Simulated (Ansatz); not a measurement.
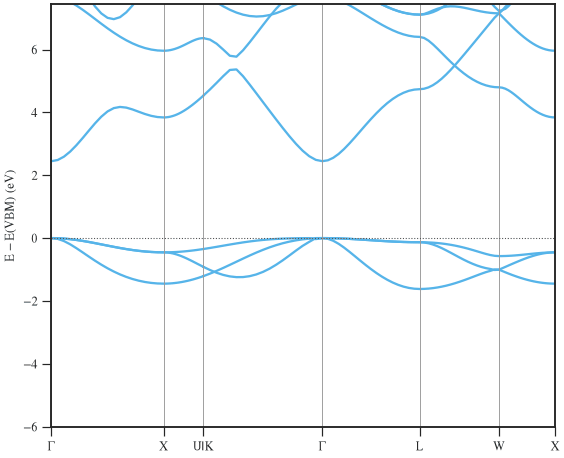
Band structure from the program Ansatz at the PBE level (PAW)

Q: Read off the gap and where the band edges lie.

A: About 2.4 eV (2.45 eV by a search for the band edges); maximum at Γ, minimum at Γ.

Q: Which compound is it?
A) TePb, rock salt
B) Na2S, anti-fluorite
C) MgS, rock salt
D) Li2Se, anti-fluorite

A: B, Na2S, anti-fluorite

Space group Fm-3m (anti-fluorite). The cell was relaxed with PBE under the symmetry of its start.

Potentials: the later of the program's two PAW sets.
